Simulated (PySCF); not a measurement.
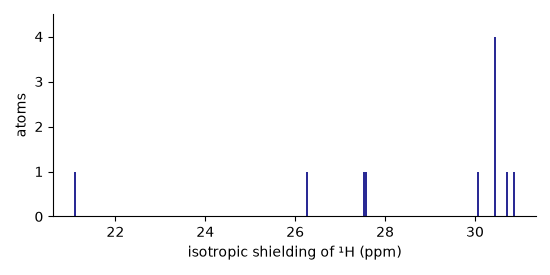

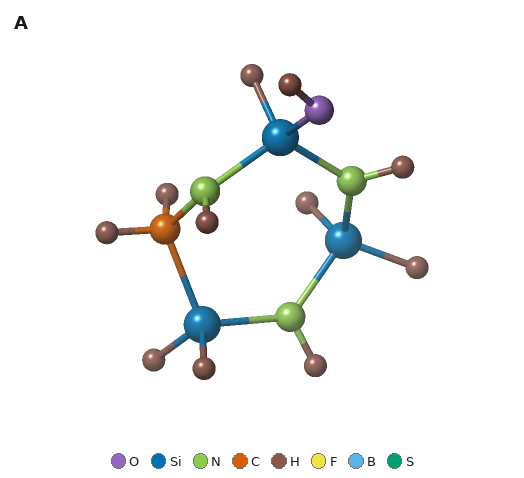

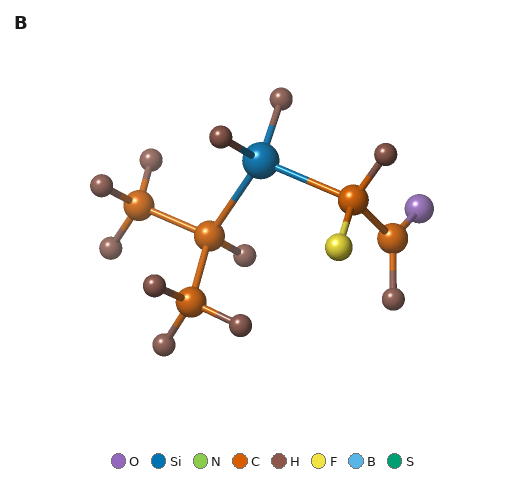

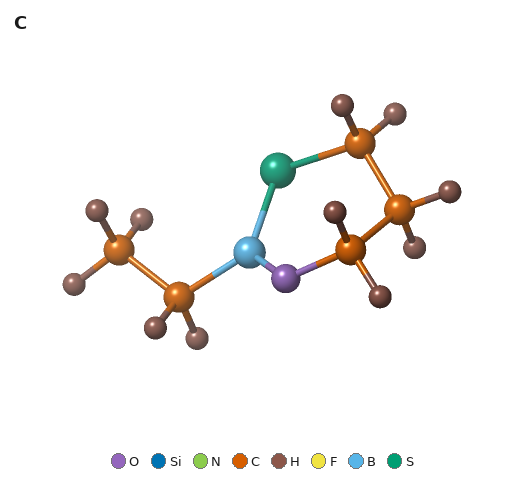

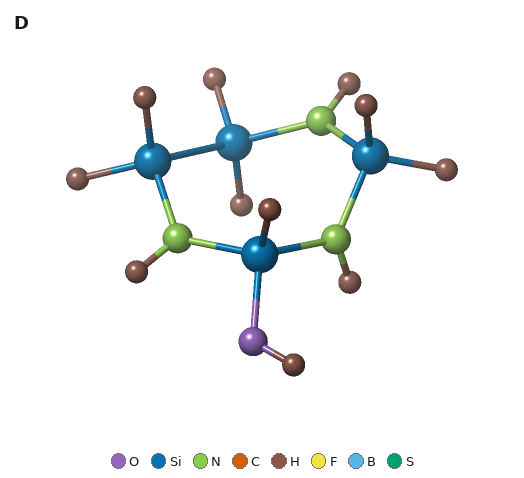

The sticks are computed shieldings of one of the molecules, for one fixed geometry (GFN2-xTB) without averaging over rotations. Low shielding means a high chemical shift. Method: GIAO PBE0/pcSseg-1 NMR shielding, non-relativistic, gas phase (PySCF 2.14.0).

### Which molecule gives this pattern?

B, `CC(C)[SiH2][C@@H](F)C=O`. Its 11 H atoms give lines at 21.10, 26.26, 27.53, 27.58, 30.07, 30.45 (4 atoms), 30.72, 30.87 ppm.

The geometry is semi-empirical. Around B, Si such bond lengths and angles can be off by a tenth of an ångström or more and by several degrees, and values that hang on the shape move with them.
